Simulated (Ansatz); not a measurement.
**U-revPBE/def2-TZVP run of CH4BO (SMILES [BH]OC)**

What is the electronic atomisation energy of CH4BO at U-revPBE/def2-TZVP? 

The results are computed with Ansatz 0.2.0.

34 further runs of the same task are left out: 34 set aside as unsound or not needed.

## Step 1: Starting point

The species is CH4BO (7 atoms), meant as a doublet with charge 0. SMILES: `[BH]OC`. The shape is that of a PBE0-D4/def2-TZVP optimisation. This is one conformer, not always the lowest.

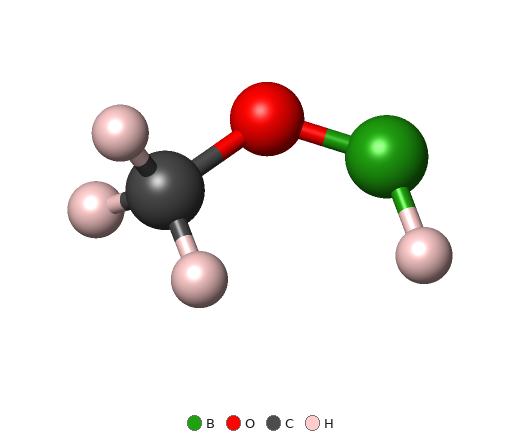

Viewed from a chosen angle; boron green, oxygen red, carbon dark grey, hydrogen pink.

## Step 2: The energy at U-revPBE/def2-TZVP

molecule.yaml

```yaml
crystal:
  periodic: [false, false, false]
  atoms:
    - {symbol: B, position_ang: [-1.319600, -1.025700, -0.172900]}
    - {symbol: O, position_ang: [-0.272400, -0.707100, 0.564500]}
    - {symbol: C, position_ang: [0.642200, 0.338600, 0.243900]}
    - {symbol: H, position_ang: [-1.628500, -0.474200, -1.201600]}
    - {symbol: H, position_ang: [0.357800, 0.834000, -0.687600]}
    - {symbol: H, position_ang: [0.643000, 1.059300, 1.062300]}
    - {symbol: H, position_ang: [1.638900, -0.092800, 0.145600]}
basis:
  gaussian:
    orbitals: def2-TZVP
total_charge: 0
magnetization:
  spin_polarized: true
  initial_magnetization: 1
hamiltonian:
  xc: {name: revPBE}
accuracy: high
output: {orbitals: {seedname: orbitals}}
```

Run with:

```sh
$ ansatz run molecule.yaml --threads 1 --pin off --max-ram 3480MiB --events-out events.jsonl --progress --plain --runs-dir runs
```

Standard output:

```text
Warning: RAYON_NUM_THREADS=1 ignored (pool sized by the plan → 1); use --threads N
Functional definition: revPBE
  name "revPBE"
  parameter kappa = 1.245
  parameter beta = 0.06672455060314922
  exchange = pbe_x(kappa = kappa, mu = beta*pi^2/3)
  correlation = pbe_c(beta = beta)
2137 factors; integrals over basis functions are off by at most 3.8e-9 eV
mean field evaluation 1: about -3817.8321 eV, gradient 4.0e1 eV
mean field evaluation 2: about -3792.2551 eV, gradient 8.7e1 eV
mean field evaluation 4: about -3824.2380 eV, gradient 5.7e0 eV
mean field evaluation 8: about -3824.3637 eV, gradient 4.4e-1 eV
mean field evaluation 16: about -3824.3646 eV, gradient 6.3e-5 eV
mean field -3824.36462328 eV, -140.5428076580 hartree, gradient 4.4e-8 eV, S^2 0.752983; 0 other end points of the search recorded, 0 dependent functions left out
reference -3824.36462776 eV, -140.5428078227 hartree; 12, 11 occupied and 105, 106 virtual orbitals, 2137 factors
Total energy: -3824.36462776 eV, -140.5428078227 hartree
```

Run time: 10 s. Hardware: 1 thread of Arm Neoverse V1, shared host; peak memory 0.34 GiB.

## Step 3: The B atom, same level

molecule.yaml

```yaml
basis:
  gaussian:
    orbitals: def2-TZVP
crystal:
  periodic: [false, false, false]
  atoms:
    - {symbol: B, position_ang: [0.000000, 0.000000, 0.000000]}
magnetization:
  spin_polarized: true
  initial_magnetization: 1
hamiltonian:
  xc: {name: revPBE}
accuracy: high
```

Run with:

```sh
$ ansatz run molecule.yaml --threads 1 --pin off --max-ram 3480MiB --events-out events.jsonl --progress --plain --runs-dir runs
```

Standard output, shortened:

```text
Warning: RAYON_NUM_THREADS=1 ignored (pool sized by the plan → 1); use --threads N
[... 6 set-up lines as earlier in the session ...]
312 factors; integrals over basis functions are off by at most 3.0e-9 eV
mean field evaluation 1: about -670.7255 eV, gradient 3.5e0 eV
mean field evaluation 2: about -670.8163 eV, gradient 1.5e0 eV
mean field evaluation 4: about -670.8383 eV, gradient 2.6e-1 eV
mean field evaluation 8: about -670.8383 eV, gradient 1.0e-3 eV
mean field evaluation 16: about -670.7052 eV, gradient 3.7e0 eV
mean field -670.83826949 eV, -24.6528516933 hartree, gradient 3.4e-8 eV, S^2 0.753634; 1 other end points of the search recorded, 0 dependent functions left out
reference -670.83827235 eV, -24.6528517984 hartree; 3, 2 occupied and 28, 29 virtual orbitals, 312 factors
Total energy: -670.83827235 eV, -24.6528517984 hartree
```

It took 0.77 s on 1 thread of Arm Neoverse V1, shared host.

## Step 4: The C atom at the same level

in.yaml

```yaml
crystal:
  periodic: [false, false, false]
  atoms:
    - {symbol: C, position_ang: [0.000000, 0.000000, 0.000000]}
basis:
  gaussian:
    orbitals: def2-TZVP
accuracy: high
magnetization:
  spin_polarized: true
  initial_magnetization: 2
hamiltonian:
  xc: {name: revPBE}
```

Run the same way, it converges to -37.84560 Eh (log not shown).

## Step 5: The H atom at the same level

in.yaml

```yaml
crystal:
  periodic: [false, false, false]
  atoms:
    - {symbol: H, position_ang: [0.000000, 0.000000, 0.000000]}
basis:
  gaussian:
    orbitals: def2-TZVP
magnetization:
  spin_polarized: true
  initial_magnetization: 1
hamiltonian:
  xc: {name: revPBE}
accuracy: high
```

Run with:

```sh
$ ansatz run in.yaml --threads 1 --pin off --max-ram 3480MiB --events-out events.jsonl --progress --plain --runs-dir runs
```

Standard output, shortened:

```text
Warning: RAYON_NUM_THREADS=1 ignored (pool sized by the plan → 1); use --threads N
[... 6 set-up lines as earlier in the session ...]
21 factors; integrals over basis functions are off by at most 4.9e-8 eV
mean field evaluation 1: about -13.7146 eV, gradient 5.3e-1 eV
mean field evaluation 2: about -13.7186 eV, gradient 8.1e-2 eV
mean field evaluation 4: about -13.7179 eV, gradient 2.8e-3 eV
mean field evaluation 8: about -13.7179 eV, gradient 1.2e-6 eV
mean field -13.71787170 eV, -0.5041224865 hartree, gradient 6.1e-9 eV, S^2 0.750000; 0 other end points of the search recorded, 0 dependent functions left out
reference -13.71787477 eV, -0.5041225997 hartree; 1, 0 occupied and 5, 6 virtual orbitals, 21 factors
Total energy: -13.71787477 eV, -0.5041225997 hartree
```

It took 0.14 s on 1 thread of Arm Neoverse V1, shared host.

## Step 6: The O atom

job.yaml

```yaml
basis:
  gaussian:
    orbitals: def2-TZVP
crystal:
  periodic: [false, false, false]
  atoms:
    - {symbol: O, position_ang: [0.000000, 0.000000, 0.000000]}
accuracy: high
hamiltonian:
  xc: {name: revPBE}
magnetization:
  spin_polarized: true
  initial_magnetization: 2
```

Run the same way, it converges to -75.07119 Eh (log not shown).

## Step 7: Outcome

At U-revPBE/def2-TZVP:

| quantity | value |
| --- | --- |
| molecule: total energy | -140.54281 Eh |
| molecule: HOMO energy (highest over α and β) | -4.22 eV |
| molecule: LUMO energy (lowest over α and β) | -1.76 eV |
| molecule: ⟨S²⟩ | 0.753 |
| B atom: total energy | -24.65285 Eh |
| B atom: ⟨S²⟩ | 0.754 |
| C atom: total energy | -37.84560 Eh |
| C atom: ⟨S²⟩ | 2.003 |
| H atom: total energy | -0.50412 Eh |
| H atom: ⟨S²⟩ | 0.750 |
| O atom: total energy | -75.07119 Eh |
| O atom: ⟨S²⟩ | 2.003 |
| electronic atomisation energy | 26.032 eV |

In words: Taking the molecule apart into free atoms costs 26.03 eV (2512 kJ/mol), before zero-point energy and without spin-orbit coupling.
